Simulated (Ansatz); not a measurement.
**InH₂+ (triplet): PBE, BLYP, r2SCAN, B97M-V, PBE0, B3LYP, wB97M-V, B2PLYP over vertical gaps between states, def2-QZVPP**

How well do these functionals follow the top wave-function level for InH₂+ (triplet) over vertical gaps between states?

Method: def2-QZVPP, all electrons in the functionals, frozen cores in the correlation of double hybrids and RPA; program: Ansatz 0.2.0, Gaussian basis.

Plan: PBE, BLYP, r2SCAN, B97M-V, PBE0, B3LYP, wB97M-V, B2PLYP, at charge 1, triplet; charge 1, singlet; charge 1, quintet.

6 further runs of the same task are left out: 6 set aside as unsound or not needed.

## Step 1: What is computed

The geometry is a PBE0/def2-TZVP stationary point (not a proven minimum). No spin-orbit coupling is included. Elements past krypton take def2 core potentials.

3 atoms, charge 1, spin multiplicity 3.

Atoms are counted from 1 here; the program's logs count them from 0.

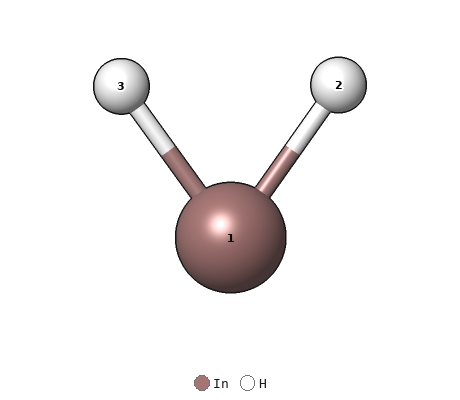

The structure; indium brown, hydrogen white; atoms are numbered from 1 in the order of the file.

No dispersion term is added; B97M-V, wB97M-V hold VV10 nonlocal correlation. B3LYP takes the VWN-RPA correlation.

The geometry shown and the zero of energy belong to the point charge 1, triplet. The yardstick, RCCSD(T), and other wave-function levels (R restricted, U unrestricted, valence and pair active spaces) come from earlier runs.

## Step 2: PBE, charge 1, triplet

in.yaml

```yaml
crystal:
  periodic: [false, false, false]
  atoms:
    - {symbol: In, position_ang: [0.000000, 0.000000, -0.027604]}
    - {symbol: H, position_ang: [0.000000, 1.143293, 1.572214]}
    - {symbol: H, position_ang: [0.000000, -1.143293, 1.572214]}
basis:
  gaussian: {orbitals: "def2-QZVPP.json"}
total_charge: 1
magnetization: {spin_polarized: true, initial_magnetization: 2}
hamiltonian: {xc: {name: PBE}}
output: {orbitals: {seedname: orbitals}}
```

The run is started by

```
ansatz run in.yaml --threads 1 --pin off --events-out ev --progress --plain --max-ram 2393MiB
```

Output:

```text
Functional definition: PBE
  name "PBE"
  cite "Perdew, Burke & Ernzerhof, Phys. Rev. Lett. 77, 3865 (1996) doi:10.1103/PhysRevLett.77.3865"
  parent pbe
  parameter kappa = 0.804
  parameter beta = 0.06672455060314922
  exchange = pbe_x(kappa = kappa, mu = beta*pi^2/3)
  correlation = pbe_c(beta = beta)
534 factors; their error is unknown
mean field evaluation 1: about -5194.2511 eV, gradient 1.4e1 eV
mean field evaluation 2: about -5192.9524 eV, gradient 2.4e1 eV
mean field evaluation 4: about -5195.5271 eV, gradient 5.0e-1 eV
mean field evaluation 8: about -5195.5215 eV, gradient 9.0e-2 eV
mean field evaluation 16: about -5195.5215 eV, gradient 1.3e-5 eV
mean field -5195.52148530 eV, -190.9318929337 hartree, gradient 1.3e-5 eV, S^2 2.010473; 0 other end points of the search recorded, 0 dependent functions left out
reference -5195.52152714 eV, -190.9318944716 hartree; 12, 10 occupied and 130, 132 virtual orbitals, 534 factors
Total energy: -5195.52152714 eV, -190.9318944716 hartree
```

Wall time 2.1 s (1 thread of Intel Xeon at 2.60GHz, shared host).

From the report: ⟨S²⟩ of the determinant 2.010 (pure triplet: 2.00).

## Step 3: PBE, charge 1, singlet

in.yaml, as its differences from that of step 2:

```diff
@@ -9,3 +9,3 @@
 total_charge: 1
-magnetization: {spin_polarized: true, initial_magnetization: 2}
+magnetization: {spin_polarized: true, initial_magnetization: 0}
 hamiltonian: {xc: {name: PBE}}
```

Same command.

Output, cut to the lines that bear on the results:

```text
Functional definition: PBE
  name "PBE"
  cite "Perdew, Burke & Ernzerhof, Phys. Rev. Lett. 77, 3865 (1996) doi:10.1103/PhysRevLett.77.3865"
  parent pbe
[...]
534 factors; their error is unknown
[...]
mean field -5195.42673584 eV, -190.9284109552 hartree, gradient 8.3e-6 eV, S^2 0.950230; 12 other end points of the search recorded, 0 dependent functions left out
reference -5195.42677411 eV, -190.9284123619 hartree; 11, 11 occupied and 131, 131 virtual orbitals, 534 factors
Total energy: -5195.42677411 eV, -190.9284123619 hartree
```

It took 14 s on 1 thread of Intel Xeon at 2.60GHz, shared host.

From the report: ⟨S²⟩ of the determinant 0.950 (pure singlet: 0.00). The determinant is far from a pure spin state, so its energy mixes those of several spin states (harmless only where they are near-degenerate, as at dissociation).

From charge 1, triplet: +9.1 kJ/mol.

## Step 4: PBE, charge 1, quintet

in.yaml, as its differences from that of step 3:

```diff
@@ -9,3 +9,3 @@
 total_charge: 1
-magnetization: {spin_polarized: true, initial_magnetization: 0}
+magnetization: {spin_polarized: true, initial_magnetization: 4}
 hamiltonian: {xc: {name: PBE}}
```

Launched as before.

Output:

```text
Functional definition: PBE
  name "PBE"
  cite "Perdew, Burke & Ernzerhof, Phys. Rev. Lett. 77, 3865 (1996) doi:10.1103/PhysRevLett.77.3865"
  parent pbe
  parameter kappa = 0.804
  parameter beta = 0.06672455060314922
  exchange = pbe_x(kappa = kappa, mu = beta*pi^2/3)
  correlation = pbe_c(beta = beta)
534 factors; their error is unknown
mean field evaluation 1: about -5188.5949 eV, gradient 6.7e0 eV
mean field evaluation 2: about -5188.5990 eV, gradient 8.5e0 eV
mean field evaluation 4: about -5188.8164 eV, gradient 9.4e-2 eV
mean field evaluation 8: about -5188.8086 eV, gradient 2.3e-3 eV
mean field -5188.80864636 eV, -190.6852006530 hartree, gradient 2.2e-5 eV, S^2 6.001855; 0 other end points of the search recorded, 0 dependent functions left out
reference -5188.80869497 eV, -190.6852024393 hartree; 13, 9 occupied and 129, 133 virtual orbitals, 534 factors
Total energy: -5188.80869497 eV, -190.6852024393 hartree
```

Wall time 2 s (1 thread of Intel Xeon at 2.60GHz, shared host).

From the report: ⟨S²⟩ of the determinant 6.002 (pure quintet: 6.00).

From charge 1, triplet: +647.7 kJ/mol.

## Step 5: BLYP, charge 1, triplet

in.yaml, as its differences from that of step 4:

```diff
@@ -9,4 +9,3 @@
 total_charge: 1
-magnetization: {spin_polarized: true, initial_magnetization: 4}
-hamiltonian: {xc: {name: PBE}}
-output: {orbitals: {seedname: orbitals}}
+magnetization: {spin_polarized: true, initial_magnetization: 2}
+hamiltonian: {xc: {name: BLYP}}
```

Launched as before.

Output:

```text
Functional definition: BLYP
  name "BLYP"
  cite "Becke, Phys. Rev. A 38, 3098 (1988) doi:10.1103/PhysRevA.38.3098"
  cite "Lee, Yang & Parr, Phys. Rev. B 37, 785 (1988) doi:10.1103/PhysRevB.37.785"
  parameter beta = 0.0042
  parameter a = 0.04918
  parameter b = 0.132
  parameter c = 0.2533
  parameter d = 0.349
  exchange = b88_x(beta = beta)
  correlation = lyp_c(a = a, b = b, c = c, d = d)
534 factors; their error is unknown
mean field evaluation 1: about -5193.1585 eV, gradient 1.5e1 eV
mean field evaluation 2: about -5191.6022 eV, gradient 2.5e1 eV
mean field evaluation 4: about -5194.5013 eV, gradient 4.9e-1 eV
mean field evaluation 8: about -5194.4959 eV, gradient 1.3e-2 eV
mean field -5194.49587960 eV, -190.8942026194 hartree, gradient 1.0e-5 eV, S^2 2.008554; 0 other end points of the search recorded, 0 dependent functions left out
reference -5194.49615031 eV, -190.8942125679 hartree; 12, 10 occupied and 130, 132 virtual orbitals, 534 factors
Total energy: -5194.49615031 eV, -190.8942125679 hartree
```

Run time: 2.4 s. Hardware: 1 thread of Intel Xeon at 2.60GHz, shared host.

From the report: ⟨S²⟩ of the determinant 2.009 (pure triplet: 2.00).

## Step 6: BLYP, charge 1, singlet

in.yaml, as its differences from that of step 5:

```diff
@@ -9,3 +9,3 @@
 total_charge: 1
-magnetization: {spin_polarized: true, initial_magnetization: 2}
+magnetization: {spin_polarized: true, initial_magnetization: 0}
 hamiltonian: {xc: {name: BLYP}}
```

Same command.

Output, cut to the lines that bear on the results:

```text
Functional definition: BLYP
  name "BLYP"
  cite "Becke, Phys. Rev. A 38, 3098 (1988) doi:10.1103/PhysRevA.38.3098"
  cite "Lee, Yang & Parr, Phys. Rev. B 37, 785 (1988) doi:10.1103/PhysRevB.37.785"
[...]
534 factors; their error is unknown
[...]
mean field -5194.44440603 eV, -190.8923110007 hartree, gradient 2.4e-5 eV, S^2 0.943150; 11 other end points of the search recorded, 0 dependent functions left out
reference -5194.44467384 eV, -190.8923208424 hartree; 11, 11 occupied and 131, 131 virtual orbitals, 534 factors
Total energy: -5194.44467384 eV, -190.8923208424 hartree
```

Wall time 15 s (1 thread of Intel Xeon at 2.60GHz, shared host).

From the report: ⟨S²⟩ of the determinant 0.943 (pure singlet: 0.00). The determinant is far from a pure spin state, so its energy mixes those of several spin states (harmless only where they are near-degenerate, as at dissociation).

From charge 1, triplet: +5.0 kJ/mol.

## Step 7: BLYP, charge 1, quintet

in.yaml, as its differences from that of step 6:

```diff
@@ -9,3 +9,3 @@
 total_charge: 1
-magnetization: {spin_polarized: true, initial_magnetization: 0}
+magnetization: {spin_polarized: true, initial_magnetization: 4}
 hamiltonian: {xc: {name: BLYP}}
```

Launched as before.

Output:

```text
Functional definition: BLYP
  name "BLYP"
  cite "Becke, Phys. Rev. A 38, 3098 (1988) doi:10.1103/PhysRevA.38.3098"
  cite "Lee, Yang & Parr, Phys. Rev. B 37, 785 (1988) doi:10.1103/PhysRevB.37.785"
  parameter beta = 0.0042
  parameter a = 0.04918
  parameter b = 0.132
  parameter c = 0.2533
  parameter d = 0.349
  exchange = b88_x(beta = beta)
  correlation = lyp_c(a = a, b = b, c = c, d = d)
534 factors; their error is unknown
mean field evaluation 1: about -5187.1542 eV, gradient 6.8e0 eV
mean field evaluation 2: about -5187.1533 eV, gradient 8.6e0 eV
mean field evaluation 4: about -5187.3803 eV, gradient 9.2e-2 eV
mean field evaluation 8: about -5187.3726 eV, gradient 2.4e-3 eV
mean field -5187.37261101 eV, -190.6324273274 hartree, gradient 2.4e-5 eV, S^2 6.001101; 0 other end points of the search recorded, 0 dependent functions left out
reference -5187.37289966 eV, -190.6324379349 hartree; 13, 9 occupied and 129, 133 virtual orbitals, 534 factors
Total energy: -5187.37289966 eV, -190.6324379349 hartree
```

Run time: 2.5 s. Hardware: 1 thread of Intel Xeon at 2.60GHz, shared host.

From the report: ⟨S²⟩ of the determinant 6.001 (pure quintet: 6.00).

From charge 1, triplet: +687.3 kJ/mol.

## Step 8: r2SCAN, charge 1, triplet

in.yaml, as its differences from that of step 7:

```diff
@@ -9,3 +9,3 @@
 total_charge: 1
-magnetization: {spin_polarized: true, initial_magnetization: 4}
-hamiltonian: {xc: {name: BLYP}}
+magnetization: {spin_polarized: true, initial_magnetization: 2}
+hamiltonian: {xc: {name: r2SCAN}}
```

The command is unchanged.

Output:

```text
Functional definition: r2SCAN
  name "r2SCAN"
  cite "Furness, Kaplan, Ning, Perdew & Sun, J. Phys. Chem. Lett. 11, 8208 (2020) doi:10.1021/acs.jpclett.0c02405"
  cite "Furness, Kaplan, Ning, Perdew & Sun, J. Phys. Chem. Lett. 11, 9248 (2020) doi:10.1021/acs.jpclett.0c03077"
  parent r2scan
  parameter k0 = 0.174
  parameter k1 = 0.065
  parameter a1 = 4.9479
  exchange = r2scan_x(k0 = k0, k1 = k1, a1 = a1)
  correlation = r2scan_c
534 factors; their error is unknown
mean field evaluation 1: about -5196.4914 eV, gradient 1.3e1 eV
mean field evaluation 2: about -5196.1908 eV, gradient 1.9e1 eV
mean field evaluation 4: about -5197.5395 eV, gradient 6.2e-1 eV
mean field evaluation 8: about -5197.5366 eV, gradient 9.5e-3 eV
mean field -5197.53655908 eV, -191.0059455295 hartree, gradient 5.7e-5 eV, S^2 2.024351; 0 other end points of the search recorded, 0 dependent functions left out
reference -5197.53657307 eV, -191.0059460434 hartree; 12, 10 occupied and 130, 132 virtual orbitals, 534 factors
Total energy: -5197.53657307 eV, -191.0059460434 hartree
```

Wall time 3.5 s (1 thread of Intel Xeon at 2.60GHz, shared host).

From the report: ⟨S²⟩ of the determinant 2.024 (pure triplet: 2.00).

## Step 9: r2SCAN, charge 1, singlet

in.yaml, as its differences from that of step 8:

```diff
@@ -9,3 +9,3 @@
 total_charge: 1
-magnetization: {spin_polarized: true, initial_magnetization: 2}
+magnetization: {spin_polarized: true, initial_magnetization: 0}
 hamiltonian: {xc: {name: r2SCAN}}
```

Launched as before.

Output, cut to the lines that bear on the results:

```text
Functional definition: r2SCAN
  name "r2SCAN"
  cite "Furness, Kaplan, Ning, Perdew & Sun, J. Phys. Chem. Lett. 11, 8208 (2020) doi:10.1021/acs.jpclett.0c02405"
  cite "Furness, Kaplan, Ning, Perdew & Sun, J. Phys. Chem. Lett. 11, 9248 (2020) doi:10.1021/acs.jpclett.0c03077"
  parent r2scan
[...]
534 factors; their error is unknown
[...]
mean field -5197.38367648 eV, -191.0003271974 hartree, gradient 1.1e-5 eV, S^2 0.985944; 10 other end points of the search recorded, 0 dependent functions left out
reference -5197.38369024 eV, -191.0003277033 hartree; 11, 11 occupied and 131, 131 virtual orbitals, 534 factors
Total energy: -5197.38369024 eV, -191.0003277033 hartree
```

Run time: 22 s. Hardware: 1 thread of Intel Xeon at 2.60GHz, shared host; peak memory 0.27 GiB.

From the report: ⟨S²⟩ of the determinant 0.986 (pure singlet: 0.00). The determinant is far from a pure spin state, so its energy mixes those of several spin states (harmless only where they are near-degenerate, as at dissociation).

From charge 1, triplet: +14.8 kJ/mol.

## Step 10: r2SCAN, charge 1, quintet

in.yaml, as its differences from that of step 9:

```diff
@@ -9,3 +9,3 @@
 total_charge: 1
-magnetization: {spin_polarized: true, initial_magnetization: 0}
+magnetization: {spin_polarized: true, initial_magnetization: 4}
 hamiltonian: {xc: {name: r2SCAN}}
```

Same command.

Output:

```text
Functional definition: r2SCAN
  name "r2SCAN"
  cite "Furness, Kaplan, Ning, Perdew & Sun, J. Phys. Chem. Lett. 11, 8208 (2020) doi:10.1021/acs.jpclett.0c02405"
  cite "Furness, Kaplan, Ning, Perdew & Sun, J. Phys. Chem. Lett. 11, 9248 (2020) doi:10.1021/acs.jpclett.0c03077"
  parent r2scan
  parameter k0 = 0.174
  parameter k1 = 0.065
  parameter a1 = 4.9479
  exchange = r2scan_x(k0 = k0, k1 = k1, a1 = a1)
  correlation = r2scan_c
534 factors; their error is unknown
mean field evaluation 1: about -5190.8726 eV, gradient 5.8e0 eV
mean field evaluation 2: about -5190.9206 eV, gradient 6.7e0 eV
mean field evaluation 4: about -5191.0406 eV, gradient 1.5e-1 eV
mean field evaluation 8: about -5191.0348 eV, gradient 1.7e-2 eV
mean field -5191.03480665 eV, -190.7670105345 hartree, gradient 4.4e-6 eV, S^2 6.003938; 0 other end points of the search recorded, 0 dependent functions left out
reference -5191.03482129 eV, -190.7670110726 hartree; 13, 9 occupied and 129, 133 virtual orbitals, 534 factors
Total energy: -5191.03482129 eV, -190.7670110726 hartree
```

It took 3.8 s on 1 thread of Intel Xeon at 2.60GHz, shared host.

From the report: ⟨S²⟩ of the determinant 6.004 (pure quintet: 6.00).

From charge 1, triplet: +627.3 kJ/mol.

## Step 11: B97M-V, charge 1, triplet

in.yaml, as its differences from that of step 10:

```diff
@@ -9,3 +9,3 @@
 total_charge: 1
-magnetization: {spin_polarized: true, initial_magnetization: 4}
-hamiltonian: {xc: {name: r2SCAN}}
+magnetization: {spin_polarized: true, initial_magnetization: 2}
+hamiltonian: {xc: {name: B97M-V}}
```

Launched as before.

Output, cut to the lines that bear on the results:

```text
Functional definition: B97M-V
  name "B97M-V"
  cite "Mardirossian & Head-Gordon, J. Chem. Phys. 142, 074111 (2015) doi:10.1063/1.4907719"
  cite "Becke, J. Chem. Phys. 107, 8554 (1997) doi:10.1063/1.475007"
  cite "Vydrov & Van Voorhis, J. Chem. Phys. 133, 244103 (2010) doi:10.1063/1.3521275"
  # Of w^i u^j: cxij and so on, Table III.
[...]
  gx(w, u) = cx00 + cx01*u + cx02*u^2 + (cx10 + cx11*u)*w
  gss(w, u) = css00 + css02*u^2 + css10*w + (css32*w^3 + css42*w^4)*u^2
  gos(w, u) = cos00 + cos01*u + cos03*u^3 + cos10*w + cos32*w^3*u^2
[...]
      + integral(e_c_pw_mod_opposite_spin*gos(b97_w_opposite, b97_u_opposite)) + vv10(b, c)
534 factors; their error is unknown
[...]
mean field -5195.44071605 eV, -190.9289247187 hartree, gradient 1.7e-5 eV, S^2 2.008661; 0 other end points of the search recorded, 0 dependent functions left out
reference -5195.44077594 eV, -190.9289269194 hartree; 12, 10 occupied and 130, 132 virtual orbitals, 534 factors
Total energy: -5195.44077594 eV, -190.9289269194 hartree
```

It took 7.5 s on 1 thread of Intel Xeon at 2.60GHz, shared host; peak memory 0.29 GiB.

From the report: ⟨S²⟩ of the determinant 2.009 (pure triplet: 2.00).

## Step 12: B97M-V, charge 1, singlet

in.yaml, as its differences from that of step 11:

```diff
@@ -9,3 +9,3 @@
 total_charge: 1
-magnetization: {spin_polarized: true, initial_magnetization: 2}
+magnetization: {spin_polarized: true, initial_magnetization: 0}
 hamiltonian: {xc: {name: B97M-V}}
```

The command is unchanged.

Output, cut to the lines that bear on the results:

```text
Functional definition: B97M-V
  name "B97M-V"
  cite "Mardirossian & Head-Gordon, J. Chem. Phys. 142, 074111 (2015) doi:10.1063/1.4907719"
  cite "Becke, J. Chem. Phys. 107, 8554 (1997) doi:10.1063/1.475007"
  cite "Vydrov & Van Voorhis, J. Chem. Phys. 133, 244103 (2010) doi:10.1063/1.3521275"
  # Of w^i u^j: cxij and so on, Table III.
[...]
  gx(w, u) = cx00 + cx01*u + cx02*u^2 + (cx10 + cx11*u)*w
  gss(w, u) = css00 + css02*u^2 + css10*w + (css32*w^3 + css42*w^4)*u^2
  gos(w, u) = cos00 + cos01*u + cos03*u^3 + cos10*w + cos32*w^3*u^2
[...]
      + integral(e_c_pw_mod_opposite_spin*gos(b97_w_opposite, b97_u_opposite)) + vv10(b, c)
534 factors; their error is unknown
[...]
mean field -5195.38669279 eV, -190.9269394005 hartree, gradient 8.2e-5 eV, S^2 0.884860; 11 other end points of the search recorded, 0 dependent functions left out
reference -5195.38674896 eV, -190.9269414647 hartree; 11, 11 occupied and 131, 131 virtual orbitals, 534 factors
Total energy: -5195.38674896 eV, -190.9269414647 hartree
```

It took 40 s on 1 thread of Intel Xeon at 2.60GHz, shared host; peak memory 0.36 GiB.

From the report: ⟨S²⟩ of the determinant 0.885 (pure singlet: 0.00). The determinant is far from a pure spin state, so its energy mixes those of several spin states (harmless only where they are near-degenerate, as at dissociation).

From charge 1, triplet: +5.2 kJ/mol.

## Step 13: B97M-V, charge 1, quintet

in.yaml, as its differences from that of step 12:

```diff
@@ -9,3 +9,3 @@
 total_charge: 1
-magnetization: {spin_polarized: true, initial_magnetization: 0}
+magnetization: {spin_polarized: true, initial_magnetization: 4}
 hamiltonian: {xc: {name: B97M-V}}
```

The command is unchanged.

Output, cut to the lines that bear on the results:

```text
Functional definition: B97M-V
  name "B97M-V"
  cite "Mardirossian & Head-Gordon, J. Chem. Phys. 142, 074111 (2015) doi:10.1063/1.4907719"
  cite "Becke, J. Chem. Phys. 107, 8554 (1997) doi:10.1063/1.475007"
  cite "Vydrov & Van Voorhis, J. Chem. Phys. 133, 244103 (2010) doi:10.1063/1.3521275"
  # Of w^i u^j: cxij and so on, Table III.
[...]
  gx(w, u) = cx00 + cx01*u + cx02*u^2 + (cx10 + cx11*u)*w
  gss(w, u) = css00 + css02*u^2 + css10*w + (css32*w^3 + css42*w^4)*u^2
  gos(w, u) = cos00 + cos01*u + cos03*u^3 + cos10*w + cos32*w^3*u^2
[...]
      + integral(e_c_pw_mod_opposite_spin*gos(b97_w_opposite, b97_u_opposite)) + vv10(b, c)
534 factors; their error is unknown
[...]
mean field -5188.49334251 eV, -190.6736134501 hartree, gradient 6.6e-5 eV, S^2 6.001704; 0 other end points of the search recorded, 0 dependent functions left out
reference -5188.49341557 eV, -190.6736161352 hartree; 13, 9 occupied and 129, 133 virtual orbitals, 534 factors
Total energy: -5188.49341557 eV, -190.6736161352 hartree
```

Run time: 7 s. Hardware: 1 thread of Intel Xeon at 2.60GHz, shared host; peak memory 0.29 GiB.

From the report: ⟨S²⟩ of the determinant 6.002 (pure quintet: 6.00).

From charge 1, triplet: +670.3 kJ/mol.

## Step 14: PBE0, charge 1, triplet

in.yaml, as its differences from that of step 13:

```diff
@@ -9,3 +9,4 @@
 total_charge: 1
-magnetization: {spin_polarized: true, initial_magnetization: 4}
-hamiltonian: {xc: {name: B97M-V}}
+magnetization: {spin_polarized: true, initial_magnetization: 2}
+hamiltonian: {xc: {name: PBE0}}
+output: {orbitals: {seedname: orbitals}}
```

Launched as before.

Output:

```text
Functional definition: PBE0
  name "PBE0"
  cite "Adamo & Barone, J. Chem. Phys. 110, 6158 (1999) doi:10.1063/1.478522"
  cite "Perdew, Burke & Ernzerhof, Phys. Rev. Lett. 77, 3865 (1996) doi:10.1103/PhysRevLett.77.3865"
  parent pbe
  parameter a = 0.25
  parameter kappa = 0.804
  parameter beta = 0.06672455060314922
  exchange = (1 - a)*pbe_x(kappa = kappa, mu = beta*pi^2/3) + a*exact_x
  correlation = pbe_c(beta = beta)
624 factors; their error is unknown
mean field evaluation 1: about -5194.5524 eV, gradient 1.2e1 eV
mean field evaluation 2: about -5194.7315 eV, gradient 1.4e1 eV
mean field evaluation 4: about -5195.4343 eV, gradient 3.7e-1 eV
mean field evaluation 8: about -5195.4890 eV, gradient 1.5e-1 eV
mean field evaluation 16: about -5195.4891 eV, gradient 9.7e-6 eV
mean field -5195.48910415 eV, -190.9307029487 hartree, gradient 9.7e-6 eV, S^2 2.018897; 0 other end points of the search recorded, 0 dependent functions left out
reference -5195.48913522 eV, -190.9307040903 hartree; 12, 10 occupied and 130, 132 virtual orbitals, 624 factors
Total energy: -5195.48913522 eV, -190.9307040903 hartree
```

Wall time 2.5 s (1 thread of Intel Xeon at 2.60GHz, shared host).

From the report: ⟨S²⟩ of the determinant 2.019 (pure triplet: 2.00).

## Step 15: PBE0, charge 1, singlet

in.yaml, as its differences from that of step 14:

```diff
@@ -9,3 +9,3 @@
 total_charge: 1
-magnetization: {spin_polarized: true, initial_magnetization: 2}
+magnetization: {spin_polarized: true, initial_magnetization: 0}
 hamiltonian: {xc: {name: PBE0}}
```

The command is unchanged.

Output, cut to the lines that bear on the results:

```text
Functional definition: PBE0
  name "PBE0"
  cite "Adamo & Barone, J. Chem. Phys. 110, 6158 (1999) doi:10.1063/1.478522"
  cite "Perdew, Burke & Ernzerhof, Phys. Rev. Lett. 77, 3865 (1996) doi:10.1103/PhysRevLett.77.3865"
  parent pbe
[...]
624 factors; their error is unknown
[...]
mean field -5195.34511486 eV, -190.9254114397 hartree, gradient 2.3e-5 eV, S^2 0.959505; 7 other end points of the search recorded, 0 dependent functions left out
reference -5195.34514364 eV, -190.9254124972 hartree; 11, 11 occupied and 131, 131 virtual orbitals, 624 factors
Total energy: -5195.34514364 eV, -190.9254124972 hartree
```

It took 9.5 s on 1 thread of Intel Xeon at 2.60GHz, shared host; peak memory 0.25 GiB.

From the report: ⟨S²⟩ of the determinant 0.960 (pure singlet: 0.00). The determinant is far from a pure spin state, so its energy mixes those of several spin states (harmless only where they are near-degenerate, as at dissociation).

From charge 1, triplet: +13.9 kJ/mol.

[end of part 1 of 2]
